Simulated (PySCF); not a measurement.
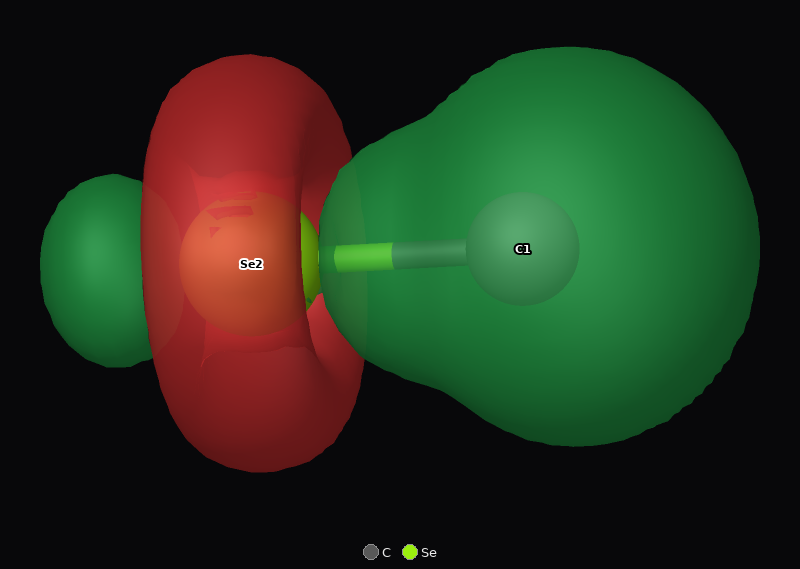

*CSe (charge +1, doublet). Isosurfaces of the spin density at +0.03 (green) and −0.03 e/Å³ (red), seen from one side.*

⟨S²⟩ = 0.84, above the pure value of 0.75.

Level of theory: PBE0/pcseg-1, non-relativistic, at a bond length of 1.635 Å (PySCF 2.14.0).

Where is the unpaired spin?

Answer. The unpaired spin (1 electron) lies mostly on C1 (about 1.1), in electrons by Hirshfeld's partition, with opposite, polarisation-induced spin on Se2.
